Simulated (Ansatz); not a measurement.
**CH5AlBF (SMILES B[CH2][AlH][F]): density, localisation and related maps**

```xyz
9

C    -0.0801   -0.5100   -1.0578
Al    0.9600   -0.6038    0.6064
B    -1.4398    0.0227   -0.6382
F     1.8430    0.7505    1.0399
H    -2.2931   -0.7273   -0.2348
H    -1.6570    1.2066   -0.6212
H     0.5235    0.1504   -1.6968
H    -0.0586   -1.5578   -1.3944
H     1.0942   -1.8820    1.5209
```

Geometry: PBE0-D3(BJ)/pcseg-1.

Theory: isolated molecule in a Gaussian basis; Kohn-Sham density functional theory, functional PBE0 in Ansatz.

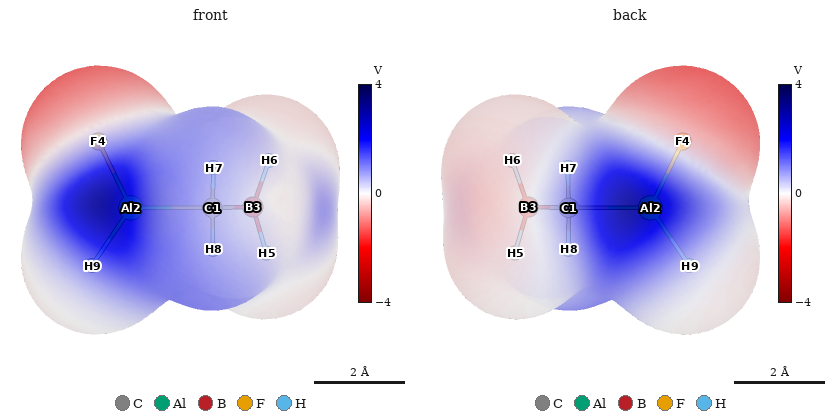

Figure 1. The electrostatic potential painted on the density surface at 0.001 e/bohr³, seen from the front and from behind; the colour scale runs from red (negative) to blue (positive).

### Where is the surface potential most negative and most positive?

The most negative region (about −1.2 V) lies over F4, the most positive (about +3.0 V) over Al2.

### What dipole moment does the calculation give?

Its dipole moment is 1.84 D.

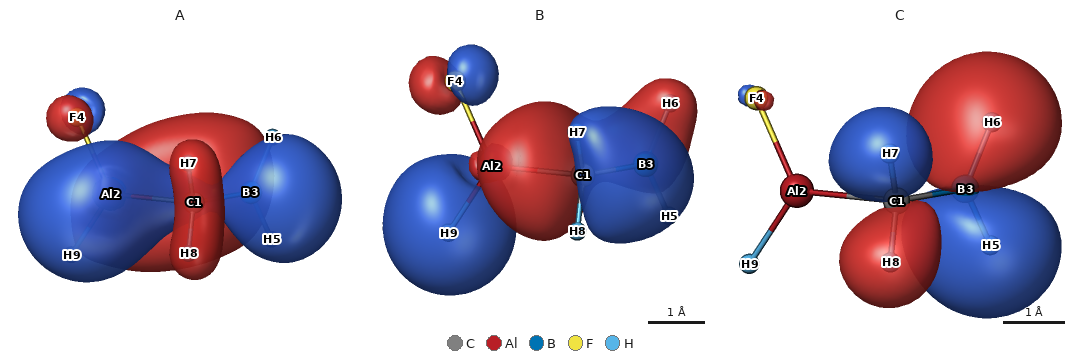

Figure 2. Three frontier orbitals at ±0.08 Å⁻³ᐟ² (red and blue are the two phases), in no order.

### Which picture is the HOMO−1, the HOMO and the LUMO?

C is the HOMO−1 (−9.13 eV). Its weight (Hirshfeld) is mainly on B3 (about 35 %), H5 (about 25 %), H6 (about 20 %) and C1 (about 10 %). B is the HOMO (−8.61 eV). By Hirshfeld shares it lies mainly on C1 (about 35 %), Al2 (about 20 %), H9 (about 20 %) and B3 (about 15 %). A is the LUMO (−1.89 eV). By Hirshfeld shares it lies mainly on Al2 (about 40 %), B3 (about 30 %) and C1 (about 10 %).

### What is the HOMO–LUMO gap?

6.72 eV between the orbital energies.

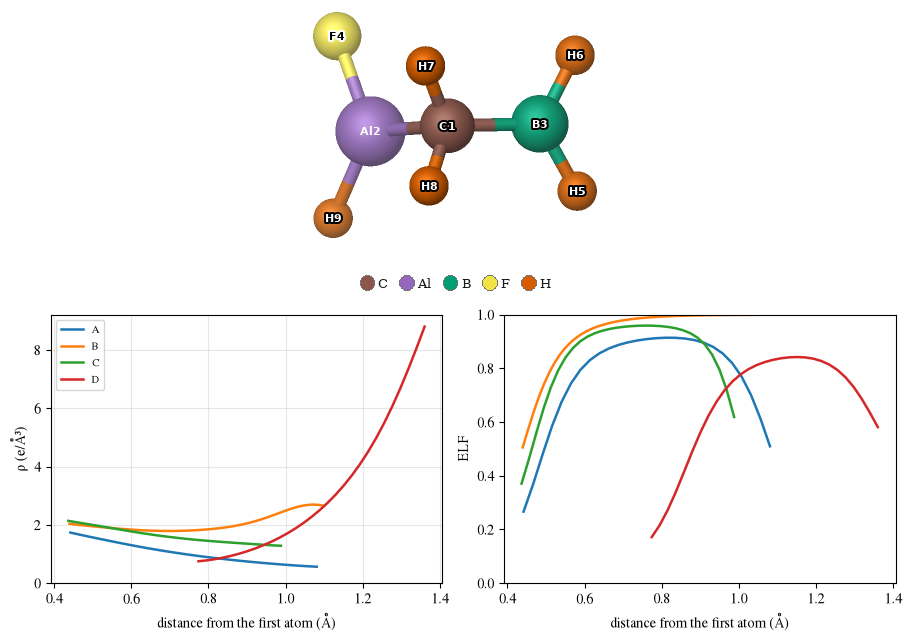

Figure 3. Total electron density and electron localisation function along straight lines between neighbouring atoms. The curves leave out the atomic cores. The structure is drawn too.

### Which curve belongs to which contact (Al–F, C–Al, C–B and C–H)? The first atom named is at distance zero.

Curve A: C–Al (1.96 Å): the density is about 0.65 e/Å³ at the midpoint; the ELF peaks at about 0.90 between the atoms: a polar covalent bond. Curve B: C–H (1.10 Å): ρ is about 1.9 e/Å³ halfway; the ELF climbs to about 1 towards the hydrogen, as it does in any bond to H: an ordinary covalent bond to hydrogen. Curve C: C–B (1.52 Å): the density is about 1.5 e/Å³ at the midpoint; the ELF peaks at about 0.95 between the atoms; a covalent bond. Curve D: Al–F (1.67 Å): ρ is about 0.87 e/Å³ halfway; the ELF peaks at about 0.85 in the valence shell of F, 0.5 Å from its nucleus, and is about 0.35 at the midpoint.
